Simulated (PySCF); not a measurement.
**AsBH₈OSi: core binding energies at several levels of theory**

Aim: compute the core binding energies of AsBH₈OSi (`[H][As@OH27+]([H])([H])[BH2-]O[SiH3]`) at several levels, and see how far they spread and what each costs.

Programs: PySCF 2.14.0, with density-fitted response routines of our own. Each step states its level of theory. These are calculated values for one molecule in the gas phase, unless marked as measured. Atoms are numbered from 0 throughout.

## Step 1: The molecule as given

12 atoms, charge 0, multiplicity 1; geometry from: PBE0-D3(BJ)/def2-SVP.

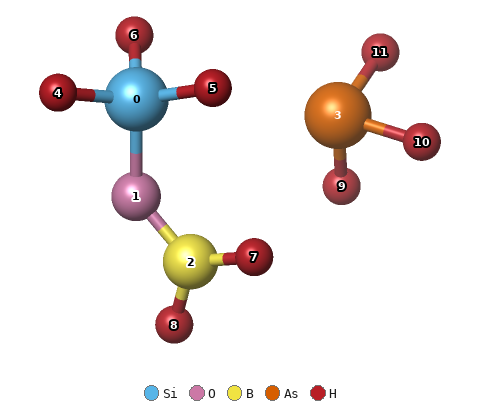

As it starts; silicon blue, oxygen pink, boron yellow, arsenic orange, hydrogen red, atoms numbered.

The optimised geometry no longer has the bonds of the starting formula, so what follows describes that rearranged structure.

## Step 2: X-ray photoelectron lines: SCAN, X2C

What the job is given:

```
{"job": {"kind": "xps"}, "charge": 0, "multiplicity": 1}
Si    -1.977775     0.004354     0.303239
O     -1.159280    -0.847989    -0.896977
B     -0.133064    -1.715366    -0.861722
As     1.721166     1.064260     0.509665
H     -3.410781    -0.393632     0.213869
H     -1.433650    -0.335185     1.649803
H     -1.839602     1.457558     0.019320
H      0.361810    -2.042668     0.201994
H      0.274757    -2.159939    -1.912529
H      2.609005     0.746803    -0.686869
H      2.668361     0.375848     1.482801
H      2.374538     2.424262     0.720799
```

With the program's defaults for keys left out, this is: delta-SCF UKS SCAN, pcX-2 on the ionised atom, pcseg-1 elsewhere, spin-free X2C.

Launch:

```bash
$ OMP_NUM_THREADS=1 python probes_run.py task.json out
```

This one command runs all jobs of the session in turn.

Output:

```text
ground state, core basis on atom 0 (Si), 155 functions
  cycle   1  E = -2650.38997995  |g| = 6.41e-01
  cycle   2  E = -2650.07386379  |g| = 1.40e+00
  cycle   3  E = -2650.46602689  |g| = 1.05e-01
  cycle   4  E = -2650.46844222  |g| = 4.26e-02
  cycle   5  E = -2650.46892474  |g| = 4.77e-03
  cycle   6  E = -2650.46892925  |g| = 1.78e-03
  cycle   7  E = -2650.46892971  |g| = 5.61e-04
  cycle   8  E = -2650.46893282  |g| = 8.23e-05
  E(ground) = -2650.36447669 Eh
hole in Si 1s of atom 0
  cycle   1  E = -2581.51277984  |g| = 4.35e+00
  cycle   2  E = -2580.48234582  |g| = 2.34e+00
  cycle   3  E = -2576.56983821  |g| = 2.27e+00
  cycle   4  E = -2582.36061599  |g| = 6.72e-01
  cycle   5  E = -2582.43971669  |g| = 5.54e-01
  cycle   6  E = -2582.55868921  |g| = 7.60e-02
  cycle   7  E = -2582.56241297  |g| = 2.30e-02
  cycle   8  E = -2582.56264579  |g| = 8.87e-03
  cycle   9  E = -2582.56269982  |g| = 2.31e-03
  cycle  10  E = -2582.56270603  |g| = 3.17e-04
  E(ion) = -2582.46658140 Eh   <S^2> = 0.7524   hole on atom = 1.000   binding energy = 1847.596 eV
hole in Si 2p of atom 0
  cycle   1  E = -2646.17335944  |g| = 1.23e+00
  cycle   2  E = -2645.07861042  |g| = 1.42e+00
  cycle   3  E = -2646.33764759  |g| = 4.65e-01
  cycle   4  E = -2646.47680868  |g| = 1.57e-01
  cycle   5  E = -2646.48137984  |g| = 1.51e-01
  cycle   6  E = -2646.48985703  |g| = 2.87e-02
  cycle   7  E = -2646.49032699  |g| = 6.83e-03
  cycle   8  E = -2646.49035882  |g| = 1.56e-03
  cycle   9  E = -2646.49036075  |g| = 5.21e-04
  cycle  10  E = -2646.49036135  |g| = 9.25e-05
  E(ion) = -2646.39695991 Eh   <S^2> = 0.7517   hole on atom = 1.003   binding energy = 107.962 eV
  2p3/2 = 107.709 eV   2p1/2 = 108.335 eV
ground state, core basis on atom 1 (O), 144 functions
  cycle   1  E = -2650.40154481  |g| = 1.09e-01
  cycle   2  E = -2650.39927444  |g| = 1.28e-01
  cycle   3  E = -2650.40181040  |g| = 5.43e-02
  cycle   4  E = -2650.40232075  |g| = 5.15e-03
  cycle   5  E = -2650.40232474  |g| = 5.21e-04
  cycle   6  E = -2650.40232750  |g| = 1.56e-04
  E(ground) = -2650.33643273 Eh
hole in O 1s of atom 1
  cycle   1  E = -2629.78234160  |g| = 2.23e+00
  cycle   2  E = -2629.11442509  |g| = 2.25e+00
  cycle   3  E = -2630.53733886  |g| = 4.17e-01
  cycle   4  E = -2630.59674752  |g| = 1.49e-01
  cycle   5  E = -2630.61188215  |g| = 4.79e-02
  cycle   6  E = -2630.61345299  |g| = 8.29e-03
  cycle   7  E = -2630.61350277  |g| = 2.54e-03
  cycle   8  E = -2630.61350456  |g| = 7.75e-04
  cycle   9  E = -2630.61350605  |g| = 3.29e-04
  E(ion) = -2630.54776315 Eh   <S^2> = 0.7619   hole on atom = 1.000   binding energy = 538.477 eV
ground state, core basis on atom 2 (B), 144 functions
  cycle   1  E = -2650.36175266  |g| = 1.22e-01
  cycle   2  E = -2650.35460032  |g| = 2.24e-01
  cycle   3  E = -2650.36408343  |g| = 1.49e-02
  cycle   4  E = -2650.36412314  |g| = 5.35e-03
  cycle   5  E = -2650.36413158  |g| = 7.32e-04
  cycle   6  E = -2650.36413183  |g| = 1.32e-04
  E(ground) = -2650.30194915 Eh
hole in B 1s of atom 2
  cycle   1  E = -2642.73221067  |g| = 1.15e+00
  cycle   2  E = -2641.06688306  |g| = 1.75e+00
  cycle   3  E = -2642.98093543  |g| = 4.73e-01
  cycle   4  E = -2643.09663154  |g| = 2.82e-01
  cycle   5  E = -2643.11742569  |g| = 1.94e-01
  cycle   6  E = -2643.10309559  |g| = 1.76e-01
  cycle   7  E = -2643.13250434  |g| = 3.42e-02
  cycle   8  E = -2643.13003458  |g| = 6.28e-02
  cycle   9  E = -2643.13363918  |g| = 2.15e-02
  cycle  10  E = -2643.13385872  |g| = 1.56e-02
  cycle  11  E = -2643.13412688  |g| = 3.57e-03
  cycle  12  E = -2643.13414163  |g| = 1.34e-03
  cycle  13  E = -2643.13414298  |g| = 8.41e-04
  cycle  14  E = -2643.13414317  |g| = 1.10e-04
  E(ion) = -2643.07190700 Eh   <S^2> = 0.9242   hole on atom = 1.000   binding energy = 196.739 eV
```

Run time: 23 s. Hardware: 1 thread of Arm Neoverse V1, shared host; peak memory 0.43 GiB.

The holes in one table. −ε is the ground-state orbital energy:

| hole | stands for | ΔSCF (eV; 2p as the shell's mean) | −ε (eV) | ⟨S²⟩ |
| --- | --- | --- | --- | --- |
| Si1s on Si0 | Si0 | 1847.60 | 1794.2 | 0.752 |
| Si2p on Si0 | Si0 | 107.92 | 96.9 | 0.752 |
| O1s on O1 | O1 | 538.48 | 517.1 | 0.762 |
| B1s on B2 | B2 | 196.74 (doubtful) | 180.8 | 0.924 |

Doubtful: the ion did not converge, its hole moved, or its ⟨S²⟩ is well above 0.75.

With the spin-orbit splitting: Si0 2p3/2 107.71, 2p1/2 108.33 eV. The table gives each 2p level as the mean over the whole 2p shell (two parts 2p3/2, one part 2p1/2), which differs a little from the single hole in the log.

## Step 3: Core-electron binding energies: B3LYP, X2C

The job, as its differences from that of step 2:

```diff
@@ -1,2 +1,2 @@
-{"job": {"kind": "xps"}, "charge": 0, "multiplicity": 1}
+{"job": {"kind": "xps", "xc": "B3LYP"}, "charge": 0, "multiplicity": 1}
 Si    -1.977775     0.004354     0.303239
```

Method: delta-SCF UKS B3LYP, pcX-2 on the ionised atom, pcseg-1 elsewhere, spin-free X2C.

Output:

```text
ground state, core basis on atom 0 (Si), 155 functions
  cycle   1  E = -2650.22743263  |g| = 6.49e-01
  cycle   2  E = -2649.99907492  |g| = 1.26e+00
  cycle   3  E = -2650.30661661  |g| = 7.40e-02
  cycle   4  E = -2650.30782959  |g| = 2.95e-02
  cycle   5  E = -2650.30806634  |g| = 2.91e-03
  cycle   6  E = -2650.30806743  |g| = 8.19e-04
  cycle   7  E = -2650.30806754  |g| = 1.50e-04
  E(ground) = -2650.31069700 Eh
hole in Si 1s of atom 0
  cycle   1  E = -2581.39005503  |g| = 4.38e+00
  cycle   2  E = -2580.82761544  |g| = 2.26e+00
  cycle   3  E = -2581.90234339  |g| = 9.31e-01
  cycle   4  E = -2582.42412524  |g| = 2.84e-01
  cycle   5  E = -2582.43382721  |g| = 2.49e-01
  cycle   6  E = -2582.45697517  |g| = 3.51e-02
  cycle   7  E = -2582.45758982  |g| = 6.05e-03
  cycle   8  E = -2582.45761241  |g| = 1.24e-03
  cycle   9  E = -2582.45761306  |g| = 3.44e-04
  E(ion) = -2582.46024924 Eh   <S^2> = 0.7518   hole on atom = 1.000   binding energy = 1846.305 eV
hole in Si 2p of atom 0
  cycle   1  E = -2646.02043937  |g| = 1.22e+00
  cycle   2  E = -2645.79851473  |g| = 1.12e+00
  cycle   3  E = -2646.30371812  |g| = 2.27e-01
  cycle   4  E = -2646.33863114  |g| = 5.24e-02
  cycle   5  E = -2646.33972727  |g| = 3.07e-02
  cycle   6  E = -2646.34013406  |g| = 1.21e-02
  cycle   7  E = -2646.34018955  |g| = 2.37e-03
  cycle   8  E = -2646.34019396  |g| = 4.73e-04
  E(ion) = -2646.34282387 Eh   <S^2> = 0.7520   hole on atom = 1.002   binding energy = 107.971 eV
  2p3/2 = 107.720 eV   2p1/2 = 108.341 eV
ground state, core basis on atom 1 (O), 144 functions
  cycle   1  E = -2650.26636267  |g| = 7.16e-02
  cycle   2  E = -2650.26595387  |g| = 6.14e-02
  cycle   3  E = -2650.26640507  |g| = 3.74e-02
  cycle   4  E = -2650.26663491  |g| = 3.15e-03
  cycle   5  E = -2650.26663990  |g| = 2.58e-04
  E(ground) = -2650.26904023 Eh
hole in O 1s of atom 1
  cycle   1  E = -2629.66167292  |g| = 2.24e+00
  cycle   2  E = -2629.32593089  |g| = 2.15e+00
  cycle   3  E = -2630.46185804  |g| = 2.93e-01
  cycle   4  E = -2630.48625190  |g| = 5.18e-02
  cycle   5  E = -2630.48740634  |g| = 1.48e-02
  cycle   6  E = -2630.48756529  |g| = 2.28e-03
  cycle   7  E = -2630.48756627  |g| = 5.89e-04
  cycle   8  E = -2630.48756789  |g| = 2.20e-04
  E(ion) = -2630.48985214 Eh   <S^2> = 0.7567   hole on atom = 1.000   binding energy = 538.219 eV
ground state, core basis on atom 2 (B), 144 functions
  cycle   1  E = -2650.23149128  |g| = 7.30e-02
  cycle   2  E = -2650.22978975  |g| = 1.17e-01
  cycle   3  E = -2650.23224087  |g| = 9.52e-03
  cycle   4  E = -2650.23225986  |g| = 2.12e-03
  cycle   5  E = -2650.23225943  |g| = 3.00e-04
  E(ground) = -2650.23462610 Eh
hole in B 1s of atom 2
  cycle   1  E = -2642.58453155  |g| = 1.16e+00
  cycle   2  E = -2641.03349678  |g| = 1.69e+00
  cycle   3  E = -2642.84388062  |g| = 4.64e-01
  cycle   4  E = -2642.96284288  |g| = 2.28e-01
  cycle   5  E = -2642.97716625  |g| = 1.63e-01
  cycle   6  E = -2642.98725884  |g| = 3.24e-02
  cycle   7  E = -2642.98787522  |g| = 1.16e-02
  cycle   8  E = -2642.98800325  |g| = 3.35e-03
  cycle   9  E = -2642.98803804  |g| = 1.53e-03
  cycle  10  E = -2642.98805013  |g| = 5.56e-04
  cycle  11  E = -2642.98805135  |g| = 1.46e-04
  E(ion) = -2642.99039416 Eh   <S^2> = 0.7927   hole on atom = 1.000   binding energy = 197.126 eV
```

Wall time 31 s (1 thread of Arm Neoverse V1, shared host); peak memory 0.55 GiB.

The holes in one table. −ε is the ground-state orbital energy:

| hole | stands for | ΔSCF (eV; 2p as the shell's mean) | −ε (eV) | ⟨S²⟩ |
| --- | --- | --- | --- | --- |
| Si1s on Si0 | Si0 | 1846.30 | 1803.7 | 0.752 |
| Si2p on Si0 | Si0 | 107.93 | 99.5 | 0.752 |
| O1s on O1 | O1 | 538.22 | 521.3 | 0.757 |
| B1s on B2 | B2 | 197.13 | 184.4 | 0.793 |

With the spin-orbit splitting: Si0 2p3/2 107.72, 2p1/2 108.34 eV. The table gives each 2p level as the mean over the whole 2p shell (two parts 2p3/2, one part 2p1/2), which differs a little from the single hole in the log.

## Step 4: Core-electron binding energies: PBE0, X2C

The job, as its differences from that of step 3:

```diff
@@ -1,2 +1,2 @@
-{"job": {"kind": "xps", "xc": "B3LYP"}, "charge": 0, "multiplicity": 1}
+{"job": {"kind": "xps", "xc": "PBE0"}, "charge": 0, "multiplicity": 1}
 Si    -1.977775     0.004354     0.303239
```

Method: delta-SCF UKS PBE0, pcX-2 on the ionised atom, pcseg-1 elsewhere, spin-free X2C.

Output:

```text
ground state, core basis on atom 0 (Si), 155 functions
  cycle   1  E = -2649.62613436  |g| = 5.88e-01
  cycle   2  E = -2649.48172389  |g| = 1.04e+00
  cycle   3  E = -2649.69265650  |g| = 5.98e-02
  cycle   4  E = -2649.69343351  |g| = 2.29e-02
  cycle   5  E = -2649.69357801  |g| = 1.97e-03
  cycle   6  E = -2649.69357704  |g| = 5.63e-04
  cycle   7  E = -2649.69357940  |g| = 1.04e-04
  E(ground) = -2649.69588866 Eh
hole in Si 1s of atom 0
  cycle   1  E = -2580.80804672  |g| = 4.38e+00
  cycle   2  E = -2580.84496137  |g| = 2.03e+00
  cycle   3  E = -2581.61301556  |g| = 6.56e-01
  cycle   4  E = -2581.86559049  |g| = 1.36e-01
  cycle   5  E = -2581.87479124  |g| = 5.30e-02
  cycle   6  E = -2581.87575408  |g| = 2.62e-02
  cycle   7  E = -2581.87600903  |g| = 4.11e-03
  cycle   8  E = -2581.87601831  |g| = 7.75e-04
  cycle   9  E = -2581.87601964  |g| = 2.27e-04
  E(ion) = -2581.87833146 Eh   <S^2> = 0.7519   hole on atom = 1.000   binding energy = 1845.410 eV
hole in Si 2p of atom 0
  cycle   1  E = -2645.42015666  |g| = 1.22e+00
  cycle   2  E = -2645.40917566  |g| = 9.42e-01
  cycle   3  E = -2645.72072436  |g| = 1.75e-01
  cycle   4  E = -2645.73717998  |g| = 7.31e-02
  cycle   5  E = -2645.73866953  |g| = 4.34e-02
  cycle   6  E = -2645.73942223  |g| = 4.28e-03
  cycle   7  E = -2645.73943464  |g| = 1.01e-03
  cycle   8  E = -2645.73943530  |g| = 3.22e-04
  E(ion) = -2645.74173906 Eh   <S^2> = 0.7525   hole on atom = 1.002   binding energy = 107.598 eV
  2p3/2 = 107.347 eV   2p1/2 = 107.965 eV
ground state, core basis on atom 1 (O), 144 functions
  cycle   1  E = -2649.65317628  |g| = 9.25e-02
  cycle   2  E = -2649.65291944  |g| = 5.12e-02
  cycle   3  E = -2649.65297762  |g| = 4.94e-02
  cycle   4  E = -2649.65339178  |g| = 2.20e-03
  cycle   5  E = -2649.65339280  |g| = 1.87e-04
  E(ground) = -2649.65551807 Eh
hole in O 1s of atom 1
  cycle   1  E = -2629.06316836  |g| = 2.24e+00
  cycle   2  E = -2628.86044186  |g| = 2.03e+00
  cycle   3  E = -2629.87178150  |g| = 2.69e-01
  cycle   4  E = -2629.89221455  |g| = 4.14e-02
  cycle   5  E = -2629.89284528  |g| = 9.16e-03
  cycle   6  E = -2629.89290061  |g| = 2.12e-03
  cycle   7  E = -2629.89290586  |g| = 5.83e-04
  cycle   8  E = -2629.89290435  |g| = 2.04e-04
  E(ion) = -2629.89490049 Eh   <S^2> = 0.7579   hole on atom = 1.000   binding energy = 537.714 eV
ground state, core basis on atom 2 (B), 144 functions
  cycle   1  E = -2649.61701928  |g| = 8.33e-02
  cycle   2  E = -2649.61541313  |g| = 1.17e-01
  cycle   3  E = -2649.61787444  |g| = 1.28e-02
  cycle   4  E = -2649.61790714  |g| = 1.55e-03
  cycle   5  E = -2649.61790725  |g| = 2.40e-04
  E(ground) = -2649.62000804 Eh
hole in B 1s of atom 2
  cycle   1  E = -2641.99648977  |g| = 1.16e+00
  cycle   2  E = -2640.56217436  |g| = 1.60e+00
  cycle   3  E = -2642.25353990  |g| = 4.64e-01
  cycle   4  E = -2642.37714767  |g| = 2.04e-01
  cycle   5  E = -2642.38977118  |g| = 1.50e-01
  cycle   6  E = -2642.39863746  |g| = 2.75e-02
  cycle   7  E = -2642.39912651  |g| = 1.15e-02
  cycle   8  E = -2642.39927030  |g| = 4.61e-03
  cycle   9  E = -2642.39934548  |g| = 1.95e-03
  cycle  10  E = -2642.39936682  |g| = 6.40e-04
  cycle  11  E = -2642.39936790  |g| = 3.29e-04
  E(ion) = -2642.40142549 Eh   <S^2> = 0.8094   hole on atom = 0.999   binding energy = 196.428 eV
```

Wall time 31 s (1 thread of Arm Neoverse V1, shared host); peak memory 0.55 GiB.

Binding energies by hole, beside the orbital energy of the ground state; the difference holds orbital relaxation and, for a density functional, its self-interaction error:

| hole | stands for | ΔSCF (eV; 2p as the shell's mean) | −ε (eV) | ⟨S²⟩ |
| --- | --- | --- | --- | --- |
| Si1s on Si0 | Si0 | 1845.41 | 1807.4 | 0.752 |
| Si2p on Si0 | Si0 | 107.55 | 100.3 | 0.753 |
| O1s on O1 | O1 | 537.71 | 523.5 | 0.758 |
| B1s on B2 | B2 | 196.43 | 185.3 | 0.809 |

With the spin-orbit splitting: Si0 2p3/2 107.35, 2p1/2 107.97 eV. The table gives each 2p level as the mean over the whole 2p shell (two parts 2p3/2, one part 2p1/2), which differs a little from the single hole in the log.

## Step 5: X-ray photoelectron lines: PBE, X2C

The job, as its differences from that of step 4:

```diff
@@ -1,2 +1,2 @@
-{"job": {"kind": "xps", "xc": "PBE0"}, "charge": 0, "multiplicity": 1}
+{"job": {"kind": "xps", "xc": "PBE"}, "charge": 0, "multiplicity": 1}
 Si    -1.977775     0.004354     0.303239
```

Level: delta-SCF UKS PBE, pcX-2 on the ionised atom, pcseg-1 elsewhere, spin-free X2C.

Output:

```text
ground state, core basis on atom 0 (Si), 155 functions
  cycle   1  E = -2649.50518109  |g| = 6.80e-01
  cycle   2  E = -2648.97727832  |g| = 1.72e+00
  cycle   3  E = -2649.59280781  |g| = 1.37e-01
  cycle   4  E = -2649.59720922  |g| = 5.95e-02
  cycle   5  E = -2649.59823483  |g| = 9.84e-03
  cycle   6  E = -2649.59827021  |g| = 2.60e-03
  cycle   7  E = -2649.59826823  |g| = 5.85e-04
  cycle   8  E = -2649.59827296  |g| = 1.17e-04
  E(ground) = -2649.60138809 Eh
hole in Si 1s of atom 0
  cycle   1  E = -2580.74499630  |g| = 4.41e+00
  cycle   2  E = -2579.37339818  |g| = 2.59e+00
  cycle   3  E = -2574.63994132  |g| = 2.31e+00
  cycle   4  E = -2581.47237068  |g| = 8.85e-01
  cycle   5  E = -2581.65988886  |g| = 6.22e-01
  cycle   6  E = -2581.81273874  |g| = 1.27e-01
  cycle   7  E = -2581.82273753  |g| = 3.41e-02
  cycle   8  E = -2581.82338312  |g| = 1.19e-02
  cycle   9  E = -2581.82348436  |g| = 2.69e-03
  cycle  10  E = -2581.82349219  |g| = 4.67e-04
  E(ion) = -2581.82661328 Eh   <S^2> = 0.7515   hole on atom = 1.000   binding energy = 1844.246 eV
hole in Si 2p of atom 0
  cycle   1  E = -2645.33243233  |g| = 1.23e+00
  cycle   2  E = -2643.93451074  |g| = 1.56e+00
  cycle   3  E = -2645.45421088  |g| = 5.38e-01
  cycle   4  E = -2645.63187385  |g| = 2.14e-01
  cycle   5  E = -2645.64187696  |g| = 1.89e-01
  cycle   6  E = -2645.65486842  |g| = 3.67e-02
  cycle   7  E = -2645.65579950  |g| = 7.78e-03
  cycle   8  E = -2645.65584925  |g| = 1.71e-03
  cycle   9  E = -2645.65585288  |g| = 4.66e-04
  E(ion) = -2645.65896279 Eh   <S^2> = 0.7518   hole on atom = 1.002   binding energy = 107.279 eV
  2p3/2 = 107.014 eV   2p1/2 = 107.641 eV
ground state, core basis on atom 1 (O), 144 functions
  cycle   1  E = -2649.55625184  |g| = 1.17e-01
  cycle   2  E = -2649.55480642  |g| = 9.87e-02
  cycle   3  E = -2649.55506829  |g| = 9.51e-02
  cycle   4  E = -2649.55665346  |g| = 7.41e-03
  cycle   5  E = -2649.55667316  |g| = 6.79e-04
  cycle   6  E = -2649.55667496  |g| = 2.12e-04
  E(ground) = -2649.55953105 Eh
hole in O 1s of atom 1
  cycle   1  E = -2628.97181518  |g| = 2.26e+00
  cycle   2  E = -2627.42308731  |g| = 2.60e+00
  cycle   3  E = -2629.61664929  |g| = 5.51e-01
  cycle   4  E = -2629.75334480  |g| = 2.56e-01
  cycle   5  E = -2629.79909205  |g| = 8.32e-02
  cycle   6  E = -2629.80379447  |g| = 1.69e-02
  cycle   7  E = -2629.80401303  |g| = 4.93e-03
  cycle   8  E = -2629.80402591  |g| = 5.97e-04
  cycle   9  E = -2629.80402568  |g| = 2.57e-04
  E(ion) = -2629.80671858 Eh   <S^2> = 0.7565   hole on atom = 1.000   binding energy = 537.501 eV
ground state, core basis on atom 2 (B), 144 functions
  cycle   1  E = -2649.52117037  |g| = 9.62e-02
  cycle   2  E = -2649.51630700  |g| = 1.79e-01
  cycle   3  E = -2649.52215571  |g| = 2.48e-02
  cycle   4  E = -2649.52227285  |g| = 4.62e-03
  cycle   5  E = -2649.52228173  |g| = 8.15e-04
  cycle   6  E = -2649.52228065  |g| = 1.28e-04
  E(ground) = -2649.52511142 Eh
hole in B 1s of atom 2
  cycle   1  E = -2641.91285330  |g| = 1.17e+00
  cycle   2  E = -2640.01993200  |g| = 1.89e+00
  cycle   3  E = -2642.16480455  |g| = 4.91e-01
  cycle   4  E = -2642.26733057  |g| = 3.77e-01
  cycle   5  E = -2642.30584372  |g| = 2.18e-01
  cycle   6  E = -2642.29843985  |g| = 1.63e-01
  cycle   7  E = -2642.32377837  |g| = 4.68e-02
  cycle   8  E = -2642.30720466  |g| = 1.31e-01
  cycle   9  E = -2642.32247502  |g| = 5.94e-02
  cycle  10  E = -2642.32631871  |g| = 1.37e-02
  cycle  11  E = -2642.32654111  |g| = 2.20e-03
  cycle  12  E = -2642.32654528  |g| = 1.01e-03
  cycle  13  E = -2642.32654460  |g| = 1.52e-04
  E(ion) = -2642.32933466 Eh   <S^2> = 0.8817   hole on atom = 1.000   binding energy = 195.807 eV
```

Run time: 17 s. Hardware: 1 thread of Arm Neoverse V1, shared host; peak memory 0.45 GiB.

Binding energies by hole, beside the orbital energy of the ground state; the difference holds orbital relaxation and, for a density functional, its self-interaction error:

| hole | stands for | ΔSCF (eV; 2p as the shell's mean) | −ε (eV) | ⟨S²⟩ |
| --- | --- | --- | --- | --- |
| Si1s on Si0 | Si0 | 1844.25 | 1784.3 | 0.751 |
| Si2p on Si0 | Si0 | 107.22 | 94.8 | 0.752 |
| O1s on O1 | O1 | 537.50 | 511.1 | 0.756 |
| B1s on B2 | B2 | 195.81 (doubtful) | 177.7 | 0.882 |

Doubtful: the ion did not converge, its hole moved, or its ⟨S²⟩ is well above 0.75.

With the spin-orbit splitting: Si0 2p3/2 107.01, 2p1/2 107.64 eV. The table gives each 2p level as the mean over the whole 2p shell (two parts 2p3/2, one part 2p1/2), which differs a little from the single hole in the log.

(Part 1 of 2 ends here.)
